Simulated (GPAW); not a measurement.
Band structure of Pt (Fm-3m, 1 atom in the cell).

```
CELL_PARAMETERS angstrom
      0.00000     2.00312     2.00312
      2.00312     0.00000     2.00312
      2.00312     2.00312     0.00000
ATOMIC_POSITIONS crystal
  Pt 0.00000 0.00000 0.00000
```

Computed with PBE, GPAW PAW datasets PBE (gpaw-data 1.0.1) (plane waves; GPAW).

Settings: mode = pw; ecut = 600 eV; xc = PBE; kpts = 19 19 19; mesh shift (steps) = 0 0 0; occupations.name = fermi-dirac; occupations.width = 0.05 eV; nbands = -7; symmetry.symmorphic = false; symmetry.tolerance = 0.0005; maxiter = 100; bandpath_npoints = 40.

The starting cell comes from a database of computed structures (which also holds hypothetical and non-ambient phases and stackings), without a prior relaxation at this level. Its lattice was rescaled by a random factor within 2.5 % of one. Spin-orbit coupling is off. Spin polarisation is off.

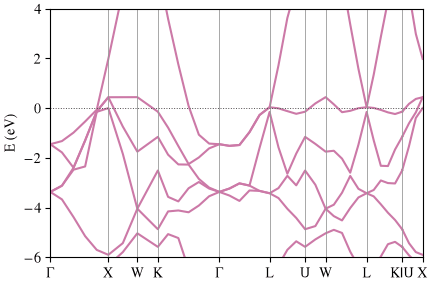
Figure: Bands along the path, energies from the Fermi level.

Levels in eV from the Fermi level, bands 5 to 12:
```csv
point,5,6,7,8,9,10,11,12
Γ,-3.37,-3.37,-3.37,-1.45,-1.45,15.22,19.90,19.90
X,-5.90,0.00,0.44,0.44,1.98,8.36,11.37,11.37
W,-4.05,-4.05,-1.75,0.44,6.87,8.04,8.04,11.54
K,-4.87,-2.51,-1.16,-0.14,5.66,6.47,9.63,14.40
L,-3.43,-3.43,-0.15,0.04,0.04,5.48,14.68,19.01
U,-4.87,-2.51,-1.16,-0.14,5.66,6.47,9.63,14.40
```

Bands cross the Fermi level along this path, so the cell is metallic at this level.
